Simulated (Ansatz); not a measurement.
## Electronic structure of CH4CaSi in real space

Input

```
crystal:
  periodic: [false, false, false]
  atoms:
    - {symbol: C, position_ang: [-0.226306, 0.887290, -0.377759]}
    - {symbol: Ca, position_ang: [0.849726, 0.729646, -2.323595]}
    - {symbol: Si, position_ang: [-1.609266, 1.672479, -1.565511]}
    - {symbol: H, position_ang: [0.017227, 1.635337, 0.401918]}
    - {symbol: H, position_ang: [-0.679216, 0.023604, 0.147311]}
    - {symbol: H, position_ang: [-0.467980, 2.502723, -2.380462]}
    - {symbol: H, position_ang: [-1.320109, 0.530724, -2.691902]}
basis:
  gaussian: {orbitals: def2-TZVPD}
hamiltonian: {xc: pbe0}
output: {forces: true, orbitals: {seedname: orbitals}}
```

Command:

```sh
ansatz run input.yaml --threads 2 --pin off --max-ram 4350MiB --events-out events.jsonl --progress --plain --runs-dir runs
```

Geometry: PBE0-D3(BJ)/def2-SVP.

Computed with isolated molecule in a Gaussian basis; Kohn-Sham density functional theory, functional PBE0 in Ansatz.

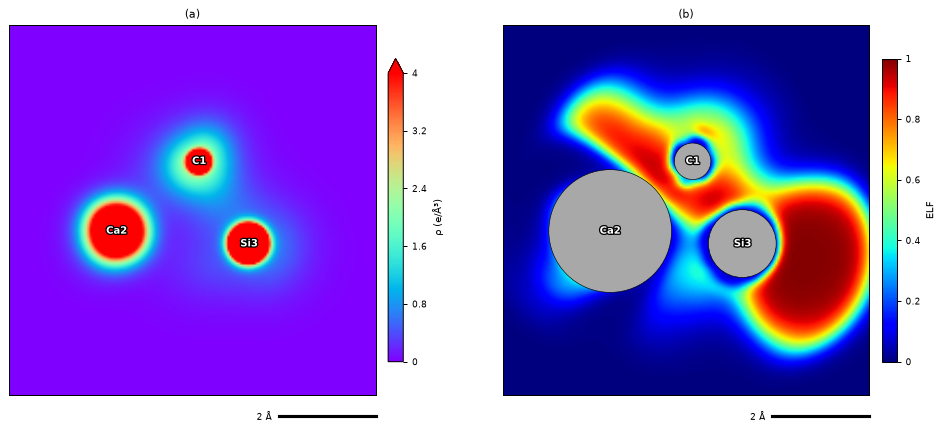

Figure 1. (a) total electron density; (b) electron localisation function on the plane of atoms C1, Si3 and Ca2. Grey discs cover the atomic cores in the ELF map.

Q: Read the bonding off the picture.

A:
- Atoms in the plane: C, Ca and Si.
- C–Si (1.98 Å): ρ is about 0.77 e/Å³ halfway; the ELF peaks at about 0.90 between the atoms; a shared electron pair.
- C–Ca (2.23 Å): ρ is about 0.49 e/Å³ halfway; the ELF peaks at about 0.90 in the valence shell of C, 0.7 Å from its nucleus, and is about 0.30 at the midpoint.
- Ca–Si (2.74 Å): ρ is about 0.23 e/Å³ halfway; the ELF is about 0.15 at the midpoint.

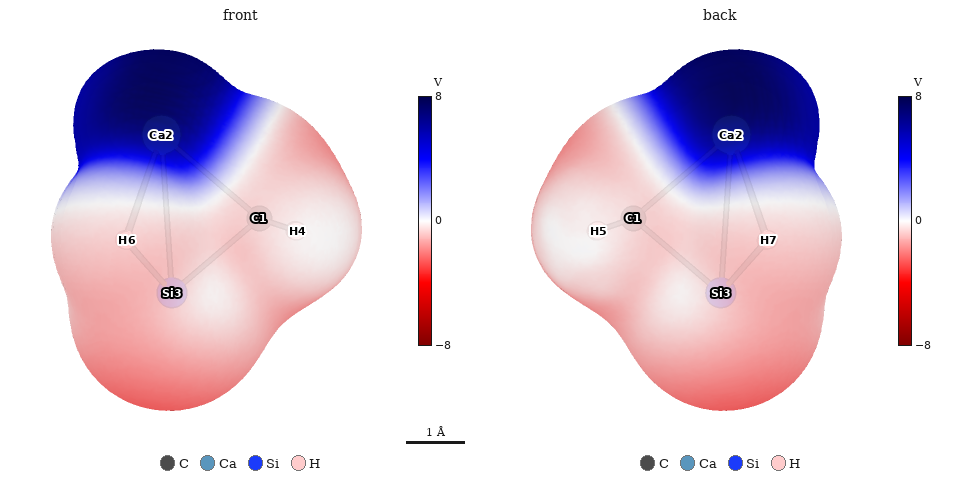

Figure 2. The molecular electrostatic potential painted on the density surface at 0.004 e/bohr³, seen from the front and from behind; the colour scale runs from red (negative) to blue (positive).

Q: Which sites attract a positive test charge, and which a negative one?

A: A positive charge is drawn to the negative regions and a negative charge to the positive ones. The most negative region (about −2.4 V, or −55 kcal/mol for a unit charge) lies over H6, the most positive (about +7.7 V, or +178 kcal/mol for a unit charge) over Ca2.

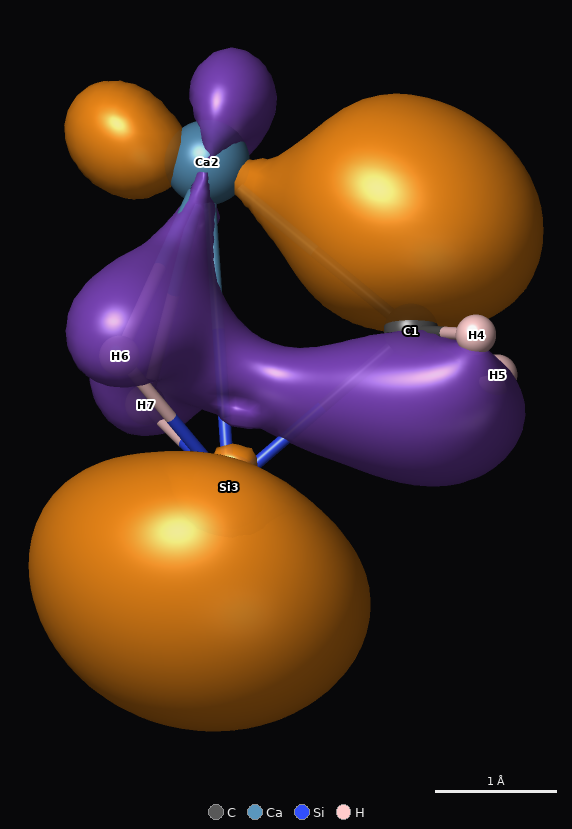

Figure 3. The HOMO at ±0.1 Å⁻³ᐟ² (orange and purple are the two phases), seen at a tilt.

Q: What is the character of this orbital?

A: It lies mainly on Si3 (about 50 %), C1 (about 25 %) and Ca2 (about 15 %). Its energy is −4.12 eV.

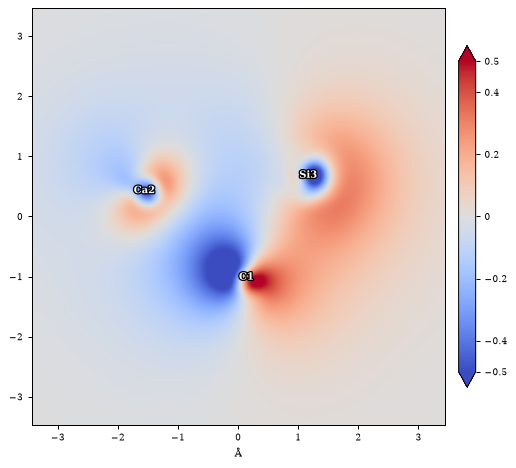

Figure 4. The HOMO−1 on the plane of atoms C1, Ca2 and Si3 (values in Å⁻³ᐟ²; the overall sign is arbitrary).

Q: Describe this orbital and give its energy.

A: It lies mainly on Si3 (about 35 %), C1 (about 35 %) and Ca2 (about 15 %). Its energy is −6.35 eV.
